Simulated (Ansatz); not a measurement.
ClF2HSi···SiH4

The calculation's input:

```
crystal:
  periodic: [false, false, false]
  atoms:
    - { symbol: Si, position_ang: [-0.482637, 0.384328, -0.437532] }
    - { symbol: Si, position_ang: [-0.235495, -0.195943, 2.935275] }
    - { symbol: H, position_ang: [-0.89631, -0.840606, 4.111592] }
    - { symbol: H, position_ang: [0.862959, -1.073285, 2.438521] }
    - { symbol: H, position_ang: [0.299997, 1.141901, 3.335023] }
    - { symbol: F, position_ang: [0.782983, 0.979214, 0.362423] }
    - { symbol: Cl, position_ang: [-0.382029, 1.086486, -2.346611] }
    - { symbol: F, position_ang: [-0.31725, -1.21208, -0.474677] }
    - { symbol: H, position_ang: [-1.724699, 0.756091, 0.237298] }
    - { symbol: H, position_ang: [-1.242318, -0.016207, 1.872388] }
basis:
  gaussian: { orbitals: def2-SVP }
hamiltonian:
  xc: pbe0
relax:
  f_tol: 0.03
  max_steps: 50
output:
  orbitals: {}
```

Launched as:

```sh
ansatz run input.yaml --threads 2 --pin off --max-ram 3072MiB --backend cpu --events-out ev --progress --plain --runs-dir out
```

The fields are those of the run's last geometry, not of the input's.

Level of theory: RKS PBE0/def2-SVP in Ansatz 0.2.0.

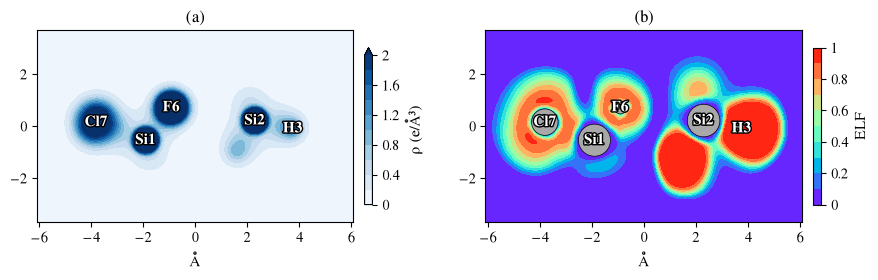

Figure 1. (a) total electron density; (b) ELF on the plane of atoms F6, Si1 and Cl7. Grey discs cover the atomic cores in the ELF map.

Question: What does the map show?

Answer: The section cuts through Si, H, F and Cl sites.
Si2···F6 (3.24 Å): the density falls to about 0.04 e/Å³ on the way; the ELF dips to about 0 between them: a non-bonded, intermolecular contact.
Si–F (1.61 Å): ρ at the midpoint is about 1 e/Å³; the ELF peaks at about 0.85 in the valence shell of F, 0.6 Å from its nucleus, and is about 0.50 at the midpoint.
Si–Cl (2.03 Å): ρ is about 0.92 e/Å³ halfway; the ELF peaks at about 0.90 between the atoms (a shared but strongly polarised pair).
Si–H (1.49 Å): ρ at the midpoint is about 0.75 e/Å³; the ELF climbs to about 1 towards the hydrogen, as it does in any bond to H.
The ELF also peaks beside Cl7 and F6, away from the bonds: lone-pair regions.

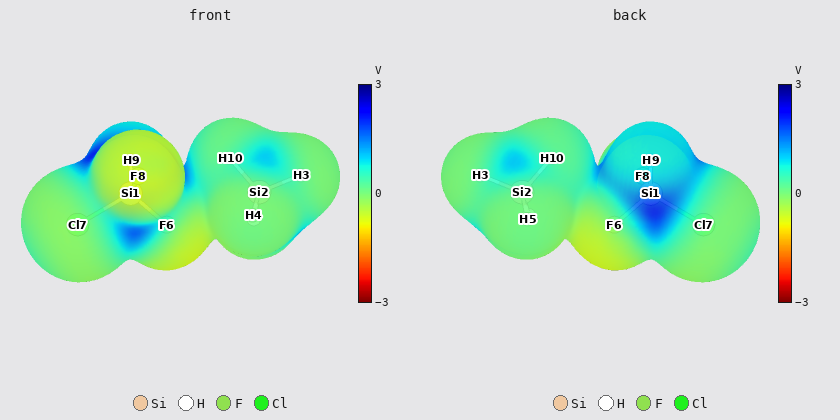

Figure 2. The electrostatic potential painted on the density surface at 0.002 e/bohr³, seen from the front and from behind; red is negative and blue positive.

Question: Describe the electrostatic potential map.

Answer: The most negative region (about −0.7 V, or −16 kcal/mol for a unit charge) lies over F6 and F8, the most positive (about +2.0 V, or +46 kcal/mol for a unit charge) over Si1.

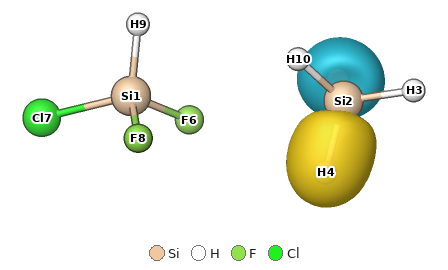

Figure 3. The HOMO−1 at ±0.2 Å⁻³ᐟ² (yellow and cyan are the two phases), seen from one side.

Question: Describe this orbital and give its energy.

Answer: Its weight (Hirshfeld) is mainly on Si2 (about 45 %), H5 (about 25 %) and H4 (about 25 %). Its energy is −9.77 eV.

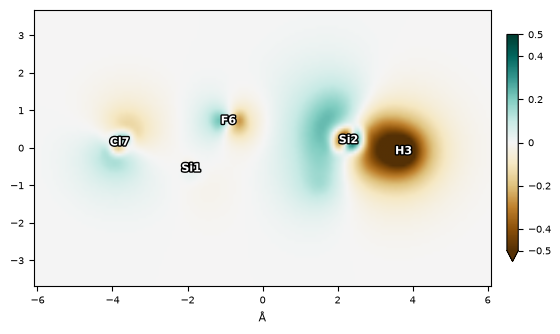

Figure 4. The HOMO on the plane of atoms F6, Si1 and Cl7 (values in Å⁻³ᐟ²; the overall sign is arbitrary).

Question: Describe this orbital and give its energy.

Answer: It lies mainly on Si2 (about 40 %), H3 (about 40 %), H4 (about 5 %) and H5 (about 5 %). Its energy is −9.69 eV.
